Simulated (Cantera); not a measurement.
Charge: 1 mol H2O, 0.9 mol O2, 0.17 mol N2, equilibrated at 100000 Pa.

Equilibrium computed with Cantera from the NASA thermochemical tables; the gas is ideal and each condensed phase is pure. Candidate condensed phases: H2O; 24 gas species. Kinetics and transport are ignored.

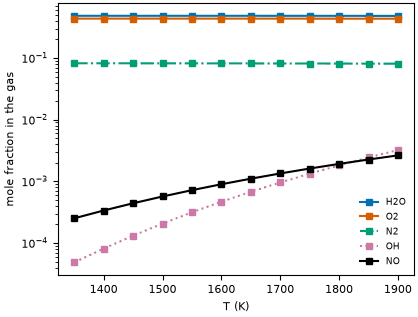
Figure: Equilibrium gas composition (values under 1e-9 drawn at 1e-9)

From 1350 K to 1900 K nothing is condensed.
